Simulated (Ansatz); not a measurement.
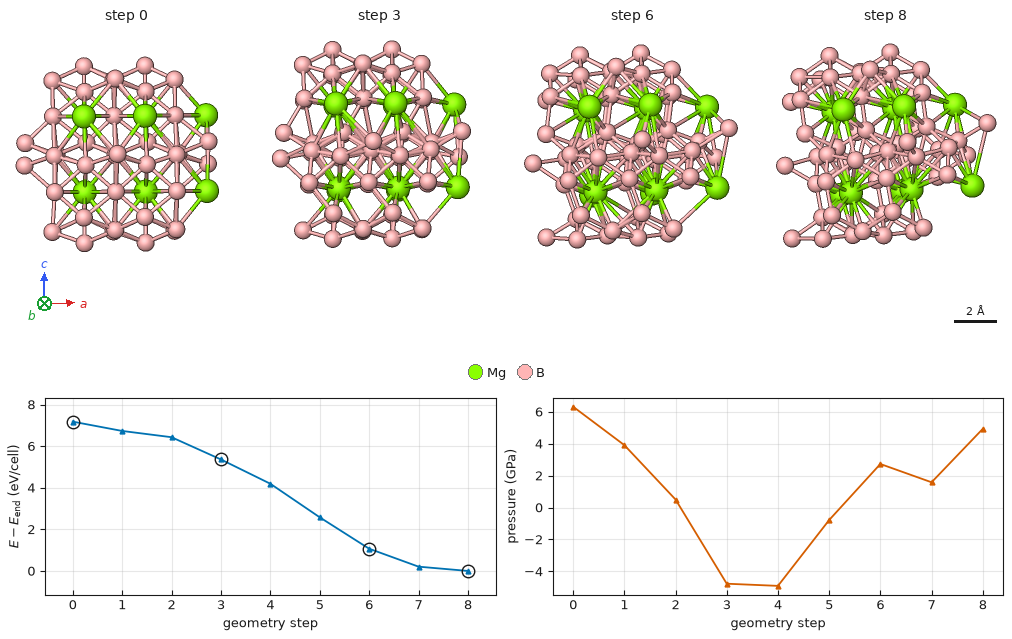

Frames of a relaxation of crystalline MgB₅ (a generated structure, set up in P1) (coarse preliminary run), marked on the history of the run. The picture is a ball-and-stick view of the atoms within 5.0 Å of the atom that moves most (axes of the cell of the calculation), seen along the b axis.

Computed with DFT PBE, scalar-relativistic, plane waves, PAW in Ansatz 0.2.0.

Input
```yaml
crystal:
  lattice:
    - [-0.0093720172, -0.0122197773, -2.9683476595]
    - [2.0730868505, -3.5238366745, -0.0088265543]
    - [-6.393718741, -3.6245601572, -0.0368841512]
  atoms:
    - { symbol: Mg, position: [-0.0145446195, 1.0004825978, 1.0017536023] }
    - { symbol: Mg, position: [-0.0002331809, 0.507148071, 0.501067362] }
    - { symbol: B, position: [0.5015821019, 0.2433409413, 0.7430454123] }
    - { symbol: B, position: [0.4692087438, 0.7701248514, 0.2398782993] }
    - { symbol: B, position: [0.5362533819, 0.720785127, 0.75176463] }
    - { symbol: B, position: [0.4983003096, 0.2608751138, 0.2498506936] }
    - { symbol: B, position: [0.4792887322, 0.4916503491, 1.0037149102] }
    - { symbol: B, position: [0.5088766905, 0.0040622032, 0.5030513117] }
    - { symbol: B, position: [0.0251037714, 0.502354967, 0.8286476429] }
    - { symbol: B, position: [-0.0148933414, -0.010659772, 0.333318749] }
    - { symbol: B, position: [0.0147205858, 0.008504007, 0.6804902469] }
    - { symbol: B, position: [-0.0036631752, 0.5013315435, 0.1634171398] }
basis:
  ecutwfc: 420
kpoints:
  mp_grid: { grid: [8, 6, 4] }
hamiltonian:
  xc: pbe
scf:
  occupations: { method: gaussian, width: 0.2 }
  lower_state_search: "off"
output:
  forces: true
  stress: true
  eigenvalues: true
relax:
  adjacent_minimum: "off"
  f_tol: 0.025
  max_steps: 60
  cell: { stress_tol: 0.25 }
```

Command:
```bash
ansatz run input.yaml --threads 1 --pin off --max-ram 2048MiB --backend cpu --events-out ev --progress --plain --runs-dir out
```

Q: Describe the path.

A: The run was cut off at its time limit before the relaxation converged, so the last structure is only a point on the way. The energy falls by 7.176 eV per cell of the calculation in 8 geometry steps. The largest force component goes from 0.64 to 1.4 eV/Å. Pressure: 6.31 GPa at the start and 4.93 GPa at the end. B5 moves most relative to the cell: 1.21 Å roughly along [3 −1 0]. By element the largest moves are B 1.21 Å, Mg 0.47 Å. The volume changes by +9.8 %, with a 2.968 → 2.974 Å (+0.2 %), b 4.088 → 4.326 Å (+5.8 %), c 7.350 → 7.862 Å (+7.0 %), α 90.9° → 93.9°, β 89.4° → 83.9°, γ 89.8° → 102.8°. Among the contacts that change: B7–B9 2.060 → 3.512 Å, Mg2–B4 2.726 → 4.030 Å, Mg1–B5 2.686 → 3.958 Å, Mg2–B12 3.842 → 2.614 Å. Bond angles that change, for instance: B3–B9–B7 70.4° → 128.2°, B5–B9–B7 68.4° → 120.5°, B10–B8–B11 178.7° → 130.2°. The space group stays P1 (No. 1). The run took 5.4 min on 1 thread of Intel(R) Xeon(R) Platinum 8488C (Sapphire Rapids) (shared host), peak memory 0.55 GiB. From step 0 to 3: B3 moves most (0.31 Å), volume +10.1 %, energy −1.818 eV per cell of the calculation. From step 3 to 6: B5 moves most (0.59 Å), volume −0.2 %, energy −4.289 eV per cell of the calculation. From step 6 to 8: B5 moves most (0.35 Å), energy −1.069 eV per cell of the calculation.
